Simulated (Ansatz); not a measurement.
CH$_{6}$F$_{2}$N$_{2}$Si

```xyz
12

Si    0.0273    1.3206    0.2127
N     0.4262   -0.5464    0.3350
C    -0.5920   -1.4792   -0.1713
N     0.9537    1.6812   -1.0313
H     1.2647   -0.5511   -0.2580
F     0.3144    1.6621    1.7835
F    -1.6000    1.2086    0.2413
H     0.7097   -0.7781    1.2897
H    -1.5139   -1.3600    0.4094
H    -0.2386   -2.5181   -0.1143
H    -0.8044   -1.2210   -1.2161
H     1.0531    2.5814   -1.4807
```

Computed with Ansatz, RKS PBE0-D4/def2-SVP.

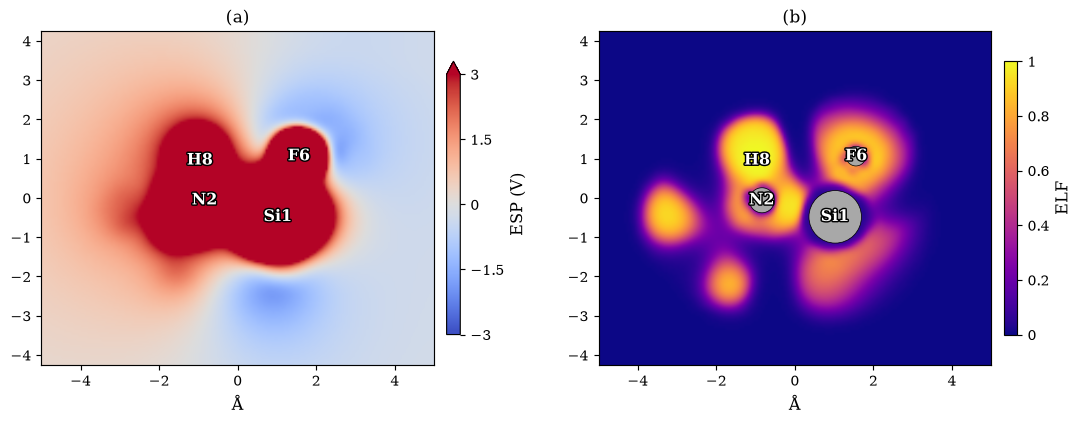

Figure 1. (a) electrostatic potential; (b) ELF on the plane of atoms Si1, N2 and H8. Grey discs cover the atomic cores in the ELF map.

### What do the fields say about this system?

The plane passes through Si, N, F and H nuclei.
Si–F (1.63 Å): the ELF peaks at about 0.85 in the valence shell of F, 0.6 Å from its nucleus, and is about 0.40 at the midpoint.
N–H (1.02 Å): the ELF climbs to about 1 towards the hydrogen, as it does in any bond to H; an ordinary covalent bond to hydrogen.
The ELF also peaks beside F6, away from the bonds: lone-pair regions.
Outside the dense part of the molecule the potential is most negative (−1.8 V) near N4, which lies off the plane.

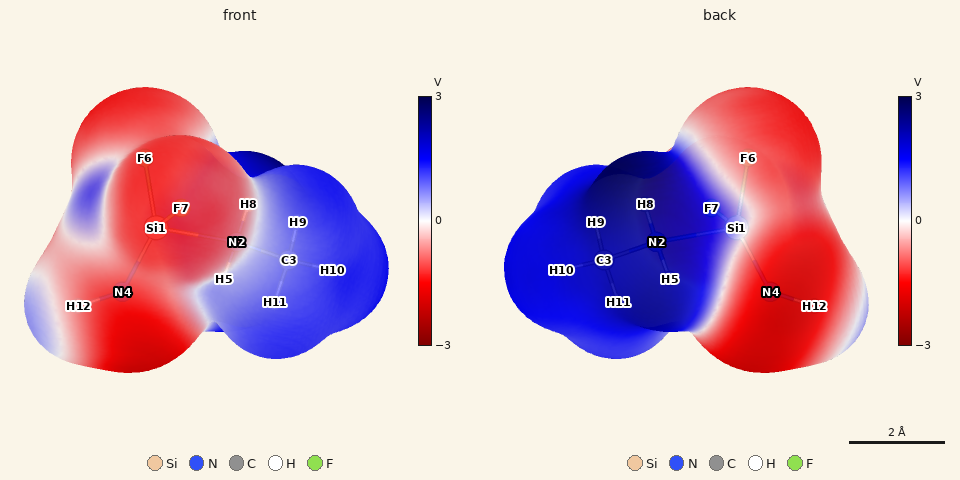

Figure 2. The electrostatic potential painted on the density surface at 0.002 e/bohr³, seen from the front and from behind; red is negative and blue positive.

### Where is the surface potential most negative and most positive?

The most negative region (about −2.0 V) lies over N4, the most positive (about +2.8 V) over H8. N4 is the likeliest acceptor of a hydrogen bond.

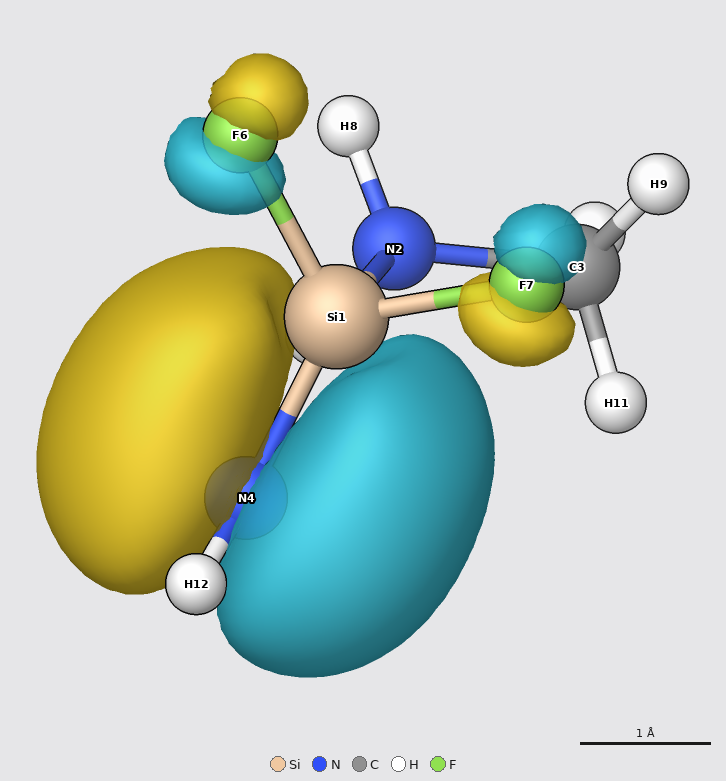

Figure 3. The HOMO at ±0.1 Å⁻³ᐟ² (yellow and cyan are the two phases), seen at an oblique angle.

### Describe this orbital and give its energy.

It lies mainly on N4 (about 70 %) and Si1 (about 20 %). Its energy is −5.92 eV.

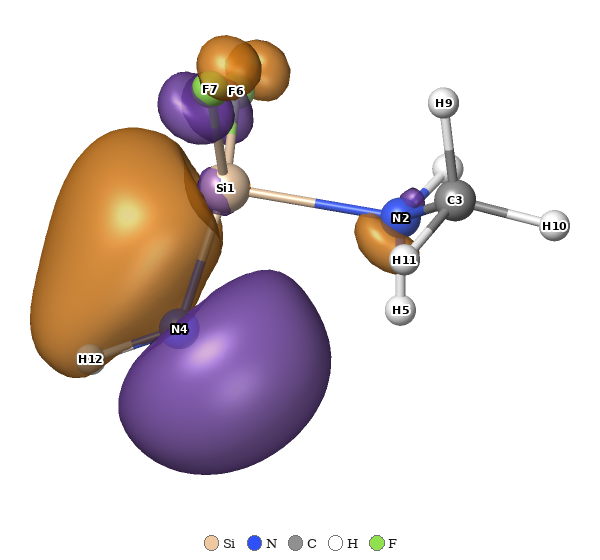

Figure 4. The HOMO−1 at ±0.1 Å⁻³ᐟ² (orange and purple are the two phases), seen at a tilt.

### Where does this orbital lie, and at what energy?

Its weight (Hirshfeld) is mainly on N4 (about 70 %) and Si1 (about 20 %). Its energy is −6.56 eV.
